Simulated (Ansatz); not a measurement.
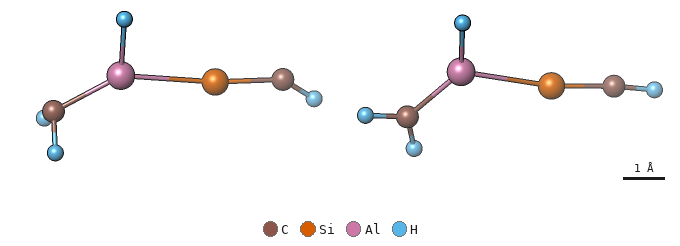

Two geometries of C₂H₄AlSi (charge −1), drawn at one scale. One is the start of a relaxation, the other its converged end. The picture is a ball-and-stick view, seen at a tilt.

The calculation used RKS PBE0-D4/def2-TZVPD in Ansatz. Set-up: force threshold 0.005 eV/Å; at most 200 steps.

Question: Which of the two is the end point?

Answer: The right one is the relaxed one. The atom that moves furthest after the best rigid fit is an H atom (1.21 Å). Largest moves by element: H 1.21 Å, C 0.40 Å, Al 0.24 Å, Si 0.16 Å. Near-neighbour distances that change, for instance: C–Si 1.700 → 1.614 Å, Al–C 1.890 → 1.822 Å, Al–H 1.663 → 1.601 Å, Al–Si 2.429 → 2.464 Å. Bond angles that change, for instance: Si–C–H 142.2° → 174.0°, Si–Al–C 141.4° → 116.2°, Al–C–H 110.5° → 124.4°. The energy falls by 1.290 eV in 13 accepted moves (14 points after the start). The largest force component goes from 2.6 to 0.0028 eV/Å. The line search rejected the trial step at point 6 of the run. Cost: 84 s on 2 threads of Arm Neoverse V1, on a shared host.
